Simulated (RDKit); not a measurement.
**Run report: As3P, property calculation**

- system: As3P (PAsAsAs tetrahedron)
- method: EHT (RDKit 2026.09.1)

The geometry comes from this level: GFN2-xTB.

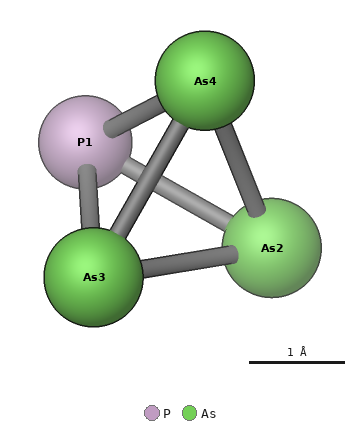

Figure 1. The structure (ball-and-stick view, seen at a tilt; atoms are numbered from 1 in the order of the input). Bond lengths as drawn: As–As 2.38 Å and As–P 2.28 Å.

Results in brief:

- outcome: converged
- total energy: −11.480268 hartree
- HOMO: −12.55 eV
- LUMO: −5.76 eV
- hardware: 1 thread of Intel Xeon (Sapphire Rapids), 16 GiB of memory available, shared host
- peak memory: 0.073 GiB

The input (job.py):
```python
import json
import numpy as np
from rdkit import Chem
from rdkit.Chem import AllChem
from rdkit.Chem import rdDetermineBonds
from rdkit.Chem import rdEHTTools

mol = Chem.MolFromXYZFile("mol.xyz")
symbols = [a.GetSymbol() for a in mol.GetAtoms()]
start = mol.GetConformer().GetPositions().copy()

ok, res = rdEHTTools.RunMol(mol, keepOverlapAndHamiltonianMatrices=True)
if not ok:
    raise RuntimeError("the extended Hueckel run failed")
eps = np.array(res.GetOrbitalEnergies())
nel = res.numElectrons
homo = (nel + 1) // 2 - 1
print(f"{res.numOrbitals} orbitals, {nel} valence electrons, sum of one-electron energies {res.totalEnergy:.4f} eV")
for i in range(max(0, homo - 8), min(len(eps), homo + 6)):
    print(f"{i + 1:4d} {eps[i]:10.4f} eV", "(HOMO)" if i == homo else "(LUMO)" if i == homo + 1 else "")
q = np.array(res.GetAtomicCharges())
print("Mulliken charges:", " ".join(f"{a}{i + 1}={c:+.3f}" for i, (a, c) in enumerate(zip(symbols, q))))
op = res.GetReducedOverlapPopulationMatrix()
pairs = [(k, i, op[i * (i + 1) // 2 + k]) for i in range(len(symbols)) for k in range(i) if abs(op[i * (i + 1) // 2 + k]) > 0.1]
print("reduced overlap populations above 0.1")
for k, i, p in pairs:
    print(f"  {symbols[k]}{k + 1}-{symbols[i]}{i + 1} {p:7.3f}")
json.dump(dict(symbols=symbols, start=start.tolist(), energy=res.totalEnergy * 23.060548, homo=eps[homo], lumo=eps[homo + 1] if homo + 1 < len(eps) else None, orbital_energies=eps.round(4).tolist(), charges_mulliken=q.tolist(), bond_orders=[[k + 1, i + 1, round(p, 4)] for k, i, p in pairs], nel=nel), open("results.json", "w"))
```

File mol.xyz:
```
4

P     -1.088490    -0.045980     0.827400
As     1.176200    -0.329550     0.775030
As     0.106200     1.337900    -0.539990
As    -0.193920    -0.962360    -1.062430
```

Run as:
```bash
python job.py
```

Log:
```
16 orbitals, 20 valence electrons, sum of one-electron energies -312.3940 eV
   2   -18.1659 eV
   3   -18.0936 eV
   4   -18.0935 eV
   5   -13.6793 eV
   6   -13.3979 eV
   7   -13.3978 eV
   8   -13.2228 eV
   9   -13.2227 eV
  10   -12.5538 eV (HOMO)
  11    -5.7649 eV (LUMO)
  12    -3.5004 eV
  13    -3.4992 eV
  14     6.7528 eV
  15     6.7574 eV
Mulliken charges: P1=-0.263 As2=+0.088 As3=+0.087 As4=+0.088
reduced overlap populations above 0.1
  P1-As2   0.619
  P1-As3   0.619
  As2-As3   0.525
  P1-As4   0.619
  As2-As4   0.525
  As3-As4   0.525
```

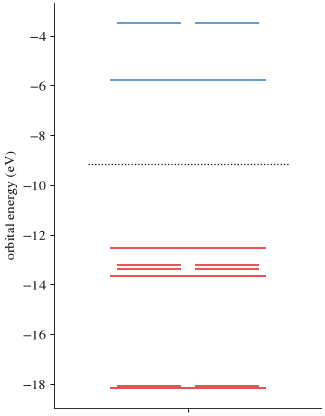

Figure 2. Orbital energies near the frontier; the dotted line parts filled from empty levels, and levels within 0.02 eV of each other stand side by side. Highest filled −12.55 eV, lowest empty −5.76 eV, 6.79 eV apart.

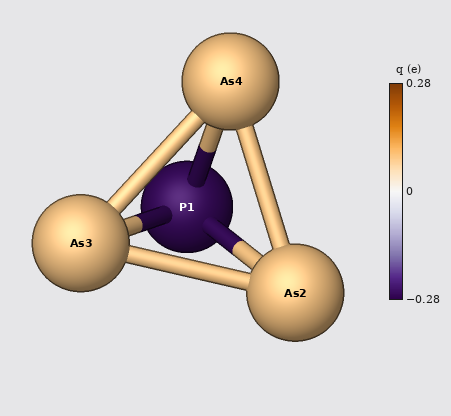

Figure 3. Mulliken charges, as the colour of each atom (ball-and-stick view, seen on its broad side; atoms are numbered from 1 in the order of the input). By element: P −0.26 and As +0.09 e.
